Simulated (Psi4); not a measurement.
# BH3 (borane), step by step

We compute a geometry optimisation (singlet BH3, B3LYP/def2-SVPD), then the energy (doublet [BH3]+, UB3LYP/def2-SVPD), then a geometry optimisation (doublet [BH3]+, UB3LYP/def2-SVPD), then a single-point energy (doublet [BH3]−, UB3LYP/def2-SVPD), then a structure relaxation (doublet [BH3]−, UB3LYP/def2-SVPD) of BH3. 

The calculation is run with Psi4 1.11.

**1. The molecule**

BH3: 4 atoms, total charge 0, spin state singlet. As SMILES, `B`. The coordinates come from a PBE0-D4/def2-TZVP relaxation. The run starts from this shape.

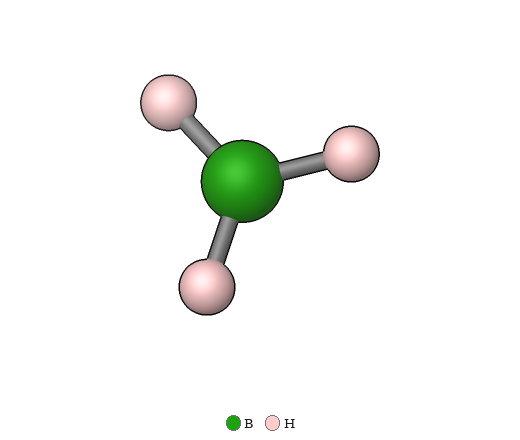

The structure, seen from a chosen angle (boron green, hydrogen pink).

**2. A structure relaxation at B3LYP/def2-SVPD (density fitting) (run 1)**

job.dat

```
memory 1.6 GB

molecule molecule1 {
  0 1
  B      0.013900    -0.015100    -0.005100
  H      0.982200     0.381700     0.568800
  H     -0.276200    -1.171800     0.043000
  H     -0.664400     0.744900    -0.626900
  units angstrom
  symmetry c1
}


result, w = optimize("b3lyp/def2-SVPD", return_wfn=True)
print_variables()
```

The run is started by

```bash
$ psi4 job.dat job.out -n 1
```

job.out:

```text
[...]
  Running in c1 symmetry.
[...]
  Nuclear repulsion =    7.418838234776623
[...]
  Multiplicity = 1
[...]
  Nalpha       = 4
  Nbeta        = 4
[...]
    Number of basis functions: 44
[...]
   @DF-RKS iter   1:   -26.55064166676096   -4.69347e-01   4.91385e-03 ADIIS/DIIS
[...]
   @DF-RKS iter   4:   -26.59210025555884   -6.35936e-13   6.39337e-09 DIIS
[...]
    Orbital Energies [Eh]
    ---------------------
    Doubly Occupied:
       1A     -6.786826     2A     -0.513884     3A     -0.357106
       4A     -0.357105
[...]
  @DF-RKS Final Energy:   -26.59210025555884
   => Energetics <=
    Nuclear Repulsion Energy =              7.3710751492805713
    One-Electron Energy =                 -48.9069621103171457
    Two-Electron Energy =                  19.0859446786545988
    DFT Exchange-Correlation Energy =      -4.1421579731768627
    Empirical Dispersion Energy =           0.0000000000000000
    VV10 Nonlocal Energy =                  0.0000000000000000
    Total Energy =                        -26.5921002555588402
[...]
 Multipole Moments:
 ------------------------------------------------------------------------------------
     Multipole            Electronic (a.u.)      Nuclear  (a.u.)        Total (a.u.)
 ------------------------------------------------------------------------------------
 L = 1.  Multiply by 2.5417464519 to convert [e a0] to [Debye]
 Dipole X            :         -0.0000031            0.0000021           -0.0000011
 Dipole Y            :         -0.0000126            0.0000106           -0.0000020
 Dipole Z            :          0.0000007           -0.0000009           -0.0000002
 Magnitude           :                                                    0.0000023
[...]
  -Total Gradient:
     Atom            X                  Y                   Z
    ------   -----------------  -----------------  -----------------
       1        0.000000026768    -0.000001091756     0.000000258202
       2        0.000000230377     0.000001486294    -0.000000161314
       3        0.000000091085     0.000000270502     0.000000001675
       4        0.000002285270     0.000000533433     0.000001436742
[...]
    Final optimized geometry and variables:
    Molecular point group: c1
    Full point group: C1
    Geometry (in Angstrom), charge = 0, multiplicity = 1:
    B           -0.000000186147    -0.000000947863     0.000000083898
    H            0.974617429612     0.399307963787     0.577564303198
    H           -0.291924714051    -1.164196281586     0.048352437908
    H           -0.682690682119     0.764898672092    -0.625917657589
  Variable Map:
  ----------------------------------------------------------------------------
  "CURRENT ENERGY"              =>     -26.592100255559
  "CURRENT REFERENCE ENERGY"    =>     -26.592100255559
  "DD SOLVATION ENERGY"         =>       0.000000000000
  "DFT FUNCTIONAL TOTAL ENERGY" =>     -26.592100255559
[...]
```

The script printed:

```text
Optimizer: Optimization complete!
```

Wall time 6.6 s (1 thread of Intel Xeon 6975P-C (Granite Rapids), shared host); peak memory 0.34 GiB.

Steps, from the record of the run:

```csv
step,energy from the first frame kept (eV),largest force (eV/Å)
0,0.0000,0.1903
1,-0.0022,0.0168
2,0.0031,0.3499
3,-0.0022,0.0068
4,-0.0022,0.0001
```

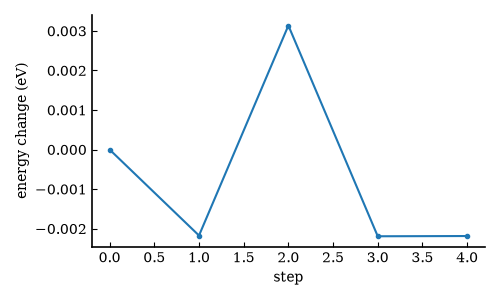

Energy along the run.

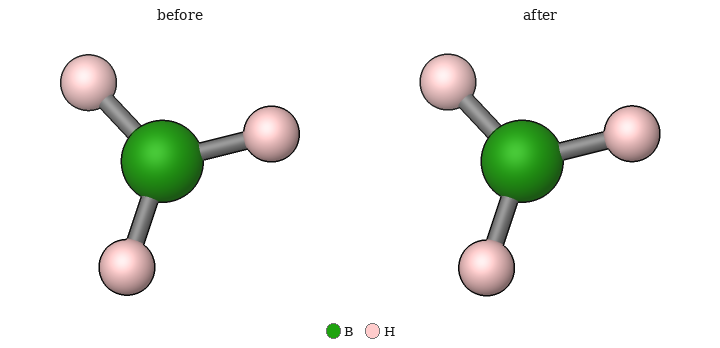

Before and after, at one scale.

After the run. Bond lengths: B1–H2 1.201 Å, B1–H3 1.201 Å, B1–H4 1.201 Å. Angles: H2–B1–H3 120.0°, H2–B1–H4 120.0°, H3–B1–H4 120.0°.

**3. The doublet cation: the energy at UB3LYP/def2-SVPD (density fitting) (run 2)**

input.dat

```
memory 1600 MB

molecule m {
  1 2
  B      0.02625397    -0.02852353    -0.00961115
  H      1.86801317     0.72606112     1.08182852
  H     -0.52540433    -2.22853323     0.08176278
  H     -1.26384505     1.41692799    -1.19242285
  units bohr
  symmetry c1
}

set globals {
  basis     def2-SVPD
  reference uks
}

energy('b3lyp')
print_variables()
```

The run is started by

```bash
$ psi4 -i input.dat -o output.dat -n 1
```

output.dat:

```text
[...]
  Running in c1 symmetry.
[...]
  Nuclear repulsion =    7.371075437440795
[...]
  Multiplicity = 2
[...]
  Nalpha       = 4
  Nbeta        = 3
[...]
    Number of basis functions: 44
[...]
   @DF-UKS iter   1:   -26.10081574144310   -2.19989e-02   2.18462e-03 DIIS/ADIIS
[...]
   @DF-UKS iter  12:   -26.10930869877487   -4.58993e-08   6.59150e-07 DIIS
[...]
   @S^2 Observed:                7.568913272E-01
[...]
    Orbital Energies [Eh]
    ---------------------
    Alpha Occupied:
       1A     -7.177020     2A     -0.897518     3A     -0.772017
       4A     -0.686394
    Alpha Virtual:
       5A     -0.399989     6A     -0.182684     7A     -0.155870
       8A     -0.150196     9A     -0.110091    10A     -0.095716
      11A     -0.085062    12A     -0.073894    13A     -0.064965
      14A      0.030168    15A      0.031556    16A      0.049534
      17A      0.057477    18A      0.076787    19A      0.101995
      20A      0.123976    21A      0.134818    22A      0.166450
      23A      0.190497    24A      0.196727    25A      0.251937
[...]
  @DF-UKS Final Energy:   -26.10930869877487
   => Energetics <=
    Nuclear Repulsion Energy =              7.3710754374407950
    One-Electron Energy =                 -45.9469299298222822
    Two-Electron Energy =                  16.3443024711900655
    DFT Exchange-Correlation Energy =      -3.8777566775834478
    Empirical Dispersion Energy =           0.0000000000000000
    VV10 Nonlocal Energy =                  0.0000000000000000
    Total Energy =                        -26.1093086987748713
[...]
 Multipole Moments:
 ------------------------------------------------------------------------------------
     Multipole            Electronic (a.u.)      Nuclear  (a.u.)        Total (a.u.)
 ------------------------------------------------------------------------------------
 L = 1.  Multiply by 2.5417464519 to convert [e a0] to [Debye]
 Dipole X            :          0.0987868            0.0000008            0.0987876
 Dipole Y            :          0.3938514            0.0000113            0.3938627
 Dipole Z            :         -0.0163418            0.0000008           -0.0163410
 Magnitude           :                                                    0.4063912
[...]
```

Wall time 3.3 s (1 thread of Intel Xeon 6975P-C (Granite Rapids), shared host); peak memory 0.31 GiB.

**4. The doublet cation: a geometry optimisation at UB3LYP/def2-SVPD (density fitting) (run 3)**

bh3.xyz

```xyz
4
BH3
B      0.013893    -0.015094    -0.005086
H      0.988510     0.384215     0.572479
H     -0.278032    -1.179289     0.043267
H     -0.668798     0.749806    -0.631003
```

calc.py

```python
import psi4

psi4.set_memory('1600 MB')
psi4.set_num_threads(1)
psi4.set_output_file('output.dat', False)

with open('bh3.xyz') as f:
    atoms = ''.join(f.readlines()[2:])
molecule = psi4.geometry('1 2\n' + atoms + 'symmetry c1')

psi4.set_options({
    'basis': 'def2-SVPD',
    'reference': 'uks',
    'geom_maxiter': 50,
})

energy_value, wavefunction = psi4.optimize("b3lyp", molecule=molecule, return_wfn=True)
print('E =', round(energy_value, 9))
print(molecule.to_string(dtype='xyz', units='Angstrom'))
```

The run is started by

```bash
$ python calc.py
```

output.dat, cut to the lines that bear on the results:

```text
[...]
  Running in c1 symmetry.
[...]
  Nuclear repulsion =    7.371075426383623
[...]
  Multiplicity = 2
[...]
  Nalpha       = 4
  Nbeta        = 3
[...]
    Number of basis functions: 44
[...]
   @DF-UKS iter   1:   -26.10081674628371   -2.19999e-02   2.18469e-03 DIIS/ADIIS
[...]
   @DF-UKS iter   6:   -26.15069873707165   -2.10676e-12   4.78913e-09 DIIS
[...]
   @S^2 Observed:                7.532383989E-01
[...]
  @DF-UKS Final Energy:   -26.15069873707165
   => Energetics <=
    Nuclear Repulsion Energy =              7.1539132115294484
    One-Electron Energy =                 -45.6143100224492031
    Two-Electron Energy =                  16.1654492321136338
    DFT Exchange-Correlation Energy =      -3.8557511582655257
    Empirical Dispersion Energy =           0.0000000000000000
    VV10 Nonlocal Energy =                  0.0000000000000000
    Total Energy =                        -26.1506987370716466
[...]
 Multipole Moments:
 ------------------------------------------------------------------------------------
     Multipole            Electronic (a.u.)      Nuclear  (a.u.)        Total (a.u.)
 ------------------------------------------------------------------------------------
 L = 1.  Multiply by 2.5417464519 to convert [e a0] to [Debye]
 Dipole X            :         -0.0478226            0.1806576            0.1328350
 Dipole Y            :         -0.1906660            0.7204211            0.5297551
 Dipole Z            :          0.0079428           -0.0299440           -0.0220013
 Magnitude           :                                                    0.5465983
[...]
  -Total Gradient:
     Atom            X                  Y                   Z
    ------   -----------------  -----------------  -----------------
       1       -0.000028981822    -0.000113118289     0.000005767850
       2        0.000069463808     0.000043685894     0.000037544689
       3        0.000000001607    -0.000001223692    -0.000000440376
       4       -0.000041113744     0.000068144674    -0.000042767062
[...]
    Final optimized geometry and variables:
    Molecular point group: c1
    Full point group: C1
    Geometry (in Angstrom), charge = 1, multiplicity = 2:
    B           -0.016138198809    -0.064355438530     0.002674909792
    H            0.828189826085     0.827648054266     0.387303961762
    H           -0.303846992040    -1.211757399879     0.050319076529
[...]
```

Standard output:

```text
Optimizer: Optimization complete!
E = -26.150698737
4
1 2 BH3
B                    -0.016138198809    -0.064355438530     0.002674909792
H                     0.828189826085     0.827648054266     0.387303961762
H                    -0.303846992040    -1.211757399879     0.050319076529
H                    -0.348051957194     1.087116962704    -0.466843287611
```

Wall time 14 s (1 thread of Intel Xeon 6975P-C (Granite Rapids), shared host); peak memory 0.35 GiB.

Step by step:

```csv
step,energy from the first frame kept (eV),largest force (eV/Å)
0,0.0000,5.4921
1,-0.6358,2.2121
2,-1.0016,0.7021
3,-1.1069,0.8976
4,-1.1214,0.4799
5,-1.1262,0.0517
6,-1.1263,0.0060
```

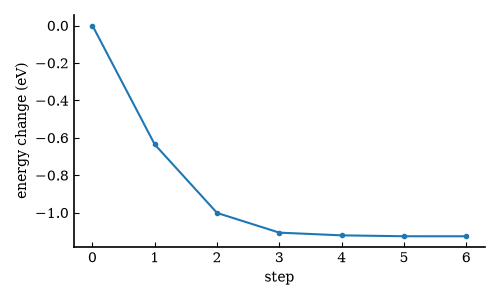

Energy along the run.

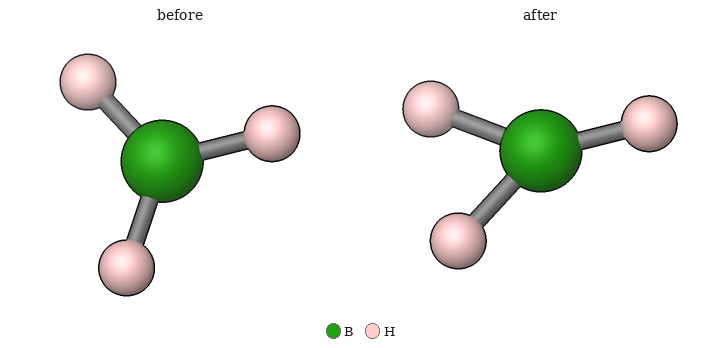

Before and after, at one scale.

After the run. Bond lengths: B1–H2 1.287 Å, B1–H3 1.184 Å, B1–H4 1.287 Å. Angles: H2–B1–H3 145.0°, H2–B1–H4 70.0°, H3–B1–H4 145.0°.

**5. The doublet anion: the energy at UB3LYP/def2-SVPD (density fitting) (run 4)**

bh3.xyz is that of step 4.

run.py

```python
import psi4

psi4.set_memory(1600000000)
psi4.set_num_threads(1)
psi4.set_output_file('output.dat', False)

with open('bh3.xyz') as f:
    atoms = ''.join(f.readlines()[2:])
mol = psi4.geometry('-1 2\n' + atoms + 'symmetry c1')

psi4.set_options({
    'reference': 'uks',
})

energy_value, wavefunction = psi4.energy('b3lyp/def2-SVPD', molecule=mol, return_wfn=True)
print('E =', round(energy_value, 9))
```

The run is started by

```bash
$ python run.py
```

output.dat:

```text
[...]
  Running in c1 symmetry.
[...]
  Nuclear repulsion =    7.371075426383623
[...]
  Multiplicity = 2
[...]
  Nalpha       = 5
  Nbeta        = 4
[...]
    Number of basis functions: 44
[...]
   @DF-UKS iter   1:   -26.38129050761491   -3.02474e-01   1.06414e-02 ADIIS/DIIS
[...]
   @DF-UKS iter   7:   -26.58036864946281   -8.83926e-08   8.63902e-07 DIIS
[...]
   @S^2 Observed:                7.532953257E-01
[...]
    Orbital Energies [Eh]
    ---------------------
    Alpha Occupied:
       1A     -6.458356     2A     -0.236749     3A     -0.077679
       4A     -0.077677     5A      0.107399
    Alpha Virtual:
       6A      0.185952     7A      0.292281     8A      0.292283
       9A      0.305156    10A      0.328019    11A      0.328020
      12A      0.328138    13A      0.328138    14A      0.435631
      15A      0.495802    16A      0.504057    17A      0.504059
      18A      0.523098    19A      0.525182    20A      0.549172
      21A      0.549174    22A      0.589961    23A      0.596235
      24A      0.596236    25A      0.760749    26A      0.822477
[...]
  @DF-UKS Final Energy:   -26.58036864946281
   => Energetics <=
    Nuclear Repulsion Energy =              7.3710754263836229
    One-Electron Energy =                 -51.2372366043874692
    Two-Electron Energy =                  21.6021756734852453
    DFT Exchange-Correlation Energy =      -4.3163831449442078
    Empirical Dispersion Energy =           0.0000000000000000
    VV10 Nonlocal Energy =                  0.0000000000000000
    Total Energy =                        -26.5803686494628124
[...]
 Multipole Moments:
 ------------------------------------------------------------------------------------
     Multipole            Electronic (a.u.)      Nuclear  (a.u.)        Total (a.u.)
 ------------------------------------------------------------------------------------
 L = 1.  Multiply by 2.5417464519 to convert [e a0] to [Debye]
 Dipole X            :         -0.0000053            0.0000008           -0.0000045
 Dipole Y            :         -0.0000131            0.0000113           -0.0000018
 Dipole Z            :         -0.0000017            0.0000008           -0.0000009
 Magnitude           :                                                    0.0000049
[...]
```

Standard output:

```text
E = -26.580368649
```

It took 2.5 s on 1 thread of Intel Xeon 6975P-C (Granite Rapids), shared host; peak memory 0.31 GiB.

**6. The doublet anion: a geometry optimisation at UB3LYP/def2-SVPD (density fitting) (run 5)**

bh3.xyz is that of step 5.

job.py

```python
import psi4

psi4.set_memory(1600000000)
psi4.set_num_threads(1)
psi4.core.set_output_file('psi4.out', False)

with open('bh3.xyz') as f:
    atoms = ''.join(f.readlines()[2:])
molecule = psi4.geometry('-1 2\n' + atoms + 'symmetry c1')

options = {'reference': 'uks', 'geom_maxiter': 50}
psi4.set_options(options)

result = psi4.optimize("b3lyp/def2-SVPD")
print(f'total energy {result:.8f} hartree = {result * 27.211386:.5f} eV')
print(molecule.to_string(dtype='xyz', units='Angstrom'))
```

The run is started by

```bash
$ python job.py
```

psi4.out, cut to the lines that bear on the results:

```text
[...]
  Running in c1 symmetry.
[...]
  Nuclear repulsion =    7.371075426383623
[...]
  Multiplicity = 2
[...]
  Nalpha       = 5
  Nbeta        = 4
[...]
    Number of basis functions: 44
[...]
   @DF-UKS iter   1:   -26.38129050761491   -3.02474e-01   1.06414e-02 DIIS/ADIIS
[...]
   @DF-UKS iter   5:   -26.58111945640985   -3.09086e-11   9.69729e-09 DIIS
[...]
   @S^2 Observed:                7.535085989E-01
[...]
  @DF-UKS Final Energy:   -26.58111945640985
   => Energetics <=
    Nuclear Repulsion Energy =              7.2217025111268160
    One-Electron Energy =                 -50.9402280776995440
    Two-Electron Energy =                  21.4379217376679811
    DFT Exchange-Correlation Energy =      -4.3005156275050984
    Empirical Dispersion Energy =           0.0000000000000000
    VV10 Nonlocal Energy =                  0.0000000000000000
    Total Energy =                        -26.5811194564098479
[...]
 Multipole Moments:
 ------------------------------------------------------------------------------------
     Multipole            Electronic (a.u.)      Nuclear  (a.u.)        Total (a.u.)
 ------------------------------------------------------------------------------------
 L = 1.  Multiply by 2.5417464519 to convert [e a0] to [Debye]
 Dipole X            :          0.0000041           -0.0000110           -0.0000069
 Dipole Y            :          0.0000003            0.0000029            0.0000033
 Dipole Z            :         -0.0000041            0.0000089            0.0000048
 Magnitude           :                                                    0.0000090
[...]
  -Total Gradient:
     Atom            X                  Y                   Z
    ------   -----------------  -----------------  -----------------
       1       -0.000000592674    -0.000000526795    -0.000000129768
       2       -0.000033800486    -0.000013778348    -0.000020098954
       3        0.000008956549     0.000041261250    -0.000002711522
       4        0.000023546661    -0.000029900644     0.000022279999
[...]
    Final optimized geometry and variables:
    Molecular point group: c1
    Full point group: C1
    Geometry (in Angstrom), charge = -1, multiplicity = 2:
    B            0.000000983037    -0.000000261069    -0.000000797363
    H            0.994777870032     0.407563044734     0.589518173542
    H           -0.297968385080    -1.188271947876     0.049353322122
[...]
```

On the terminal:

```text
Some dependencies such as QCElemental have not yet finished migration to pydantic v2. If issues are encountered please downgrade pydantic or upgrade QCElemental as appropriate
Optimizer: Optimization complete!
total energy -26.58111946 hartree = -723.30910 eV
4
-1 2 BH3
B                     0.000000983037    -0.000000261069    -0.000000797363
H                     0.994777870032     0.407563044734     0.589518173542
H                    -0.297968385080    -1.188271947876     0.049353322122
H                    -0.696820223480     0.780711755017    -0.638862785413
```

It took 6.6 s on 1 thread of Intel Xeon 6975P-C (Granite Rapids), shared host; peak memory 0.34 GiB.

Step by step:

```csv
step,energy from the first frame kept (eV),largest force (eV/Å)
0,0.0000,0.5572
1,-0.0203,0.0371
2,-0.0204,0.0023
```

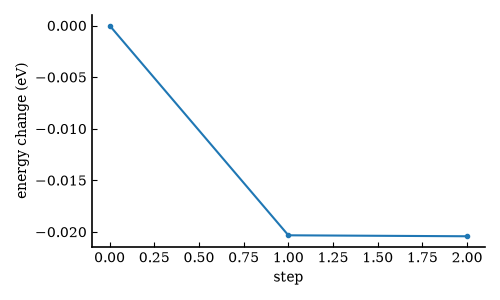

Energy along the run.

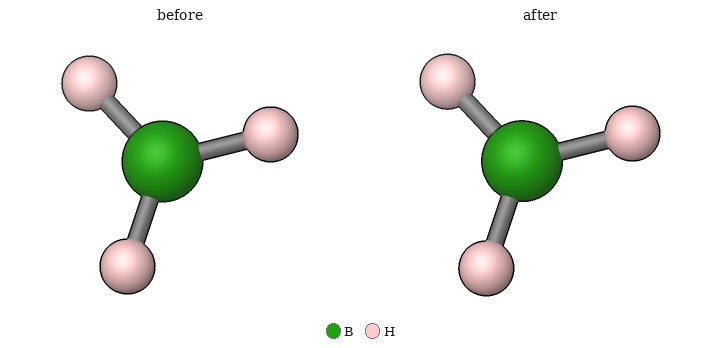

Before and after, at one scale.

After the run. Bond lengths: B1–H2 1.226 Å, B1–H3 1.226 Å, B1–H4 1.226 Å. Angles: H2–B1–H3 120.0°, H2–B1–H4 120.0°, H3–B1–H4 120.0°.

**7. Outcome**

| quantity | value |
| --- | --- |
| run 1, B3LYP/def2-SVPD: total energy at the end | -26.59210 Eh |
| run 1, B3LYP/def2-SVPD: dipole moment | 0.00 D |
| run 1, B3LYP/def2-SVPD: HOMO energy | -9.72 eV |
| run 1, B3LYP/def2-SVPD: LUMO energy | -2.22 eV |
| run 1, B3LYP/def2-SVPD: HOMO–LUMO gap | 7.50 eV |
| doublet cation, run 2: total energy | -26.10931 Eh |
| doublet cation, run 2: HOMO energy (highest over α and β) | -18.31 eV |
| doublet cation, run 2: LUMO energy (lowest over α and β) | -16.57 eV |
| doublet cation, run 2: ⟨S²⟩ | 0.757 |
| doublet cation, run 3: total energy at the end | -26.15070 Eh |
| doublet cation, run 3: HOMO energy (highest over α and β) | -17.75 eV |
| doublet cation, run 3: LUMO energy (lowest over α and β) | -13.69 eV |
| doublet cation, run 3: ⟨S²⟩ | 0.753 |
| doublet anion, run 4: total energy | -26.58037 Eh |
| doublet anion, run 4: HOMO energy (highest over α and β) | 2.92 eV |
| doublet anion, run 4: LUMO energy (lowest over α and β) | 5.06 eV |
| doublet anion, run 4: ⟨S²⟩ | 0.753 |
| doublet anion, run 5: total energy at the end | -26.58112 Eh |
| doublet anion, run 5: HOMO energy (highest over α and β) | 2.87 eV |
| doublet anion, run 5: LUMO energy (lowest over α and β) | 5.08 eV |
| doublet anion, run 5: ⟨S²⟩ | 0.754 |
| adiabatic electron affinity (to the doublet anion, no zero-point term) | -0.299 eV |
| adiabatic ionisation energy (to the doublet cation, no zero-point term) | 12.011 eV |

What this shows: The adiabatic electron affinity (to the doublet anion, no zero-point term) is −0.30 eV (−6.9 kcal/mol). A negative value puts this state of the anion above the relaxed parent: the electron is not bound at this level, and such a value depends on the basis. The adiabatic ionisation energy (to the doublet cation, no zero-point term) is 12.01 eV (277 kcal/mol). The optimisation (run 1, B3LYP/def2-SVPD) took 5 steps and changed the energy by -0.002 eV. The optimisation (doublet cation, run 3) took 7 steps and changed the energy by -1.126 eV. The HOMO (doublet anion, run 4) lies at positive energy, 2.92 eV; only total energies tell whether the electron is bound.
